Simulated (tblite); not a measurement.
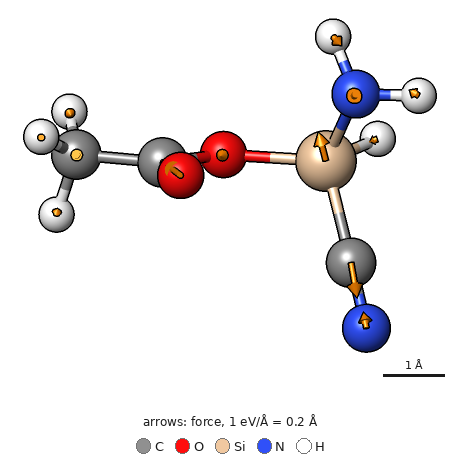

Starting geometry of C₃H₆N₂O₂Si with the computed forces as orange arrows. Style: ball-and-stick. Shown at a tilt.

Theory: tblite 0.8.0, GFN2-xTB geometry optimisation, gas phase. 

Q: Is this structure relaxed? If not, where do the atoms go?

A: It isn't relaxed: the largest force vector, on an O atom, is 4.24 eV/Å. The final displacements have little in common with the starting forces (cosine between the two patterns 0.25). The largest move after the best rigid fit is that of an H atom, 0.95 Å. Largest moves by element: H 0.95 Å, O 0.94 Å, C 0.32 Å, N 0.29 Å, Si 0.06 Å. Among the contacts that change: N–Si 1.801 → 1.706 Å, C–Si 1.801 → 1.879 Å, O–Si 1.724 → 1.656 Å, C–O 1.262 → 1.201 Å. Among the angles between lasting bonds that change: Si–N–H 106.0° → 122.4°, Si–N–H 107.0° → 118.5°, O–Si–H 112.4° → 102.3°. Groups turn about C–C by about 40°, O–Si by about 25°. The energy falls by 20.4 kcal/mol in 149 geometry steps.
